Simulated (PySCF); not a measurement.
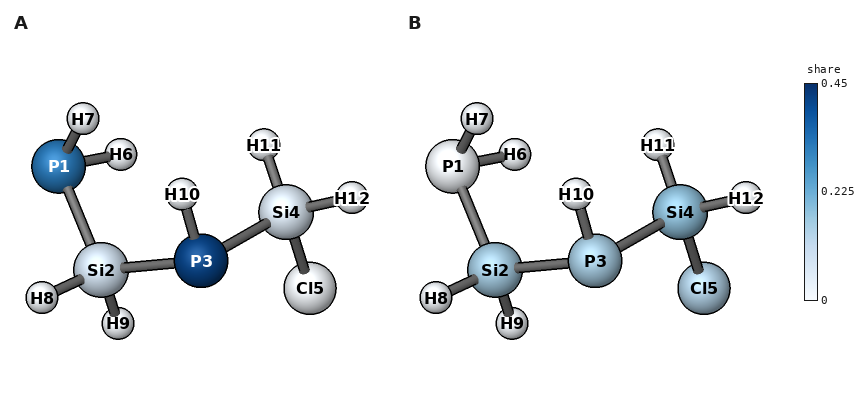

Each panel colours the atoms by their Löwdin share in one orbital (up to four of the largest shares; other atoms are shown as zero). The computed structure is the end point of a GFN2-xTB optimisation. No frequency run is at hand to confirm it as a minimum. Computed with CAM-B3LYP/def2-SVPD (PySCF 2.14.0).

### The panels show the HOMO, LUMO, in some order. Which is which?

A: HOMO, −8.22 eV; P3 0.42, P1 0.33, Si2 0.08, Si4 0.06
B: LUMO, 0.48 eV; Si4 0.18, Si2 0.16, P3 0.15, Cl5 0.14

The geometry is semi-empirical. Around P, Si such bond lengths and angles can be off by a tenth of an ångström or more and by several degrees, and values that hang on the shape move with them.
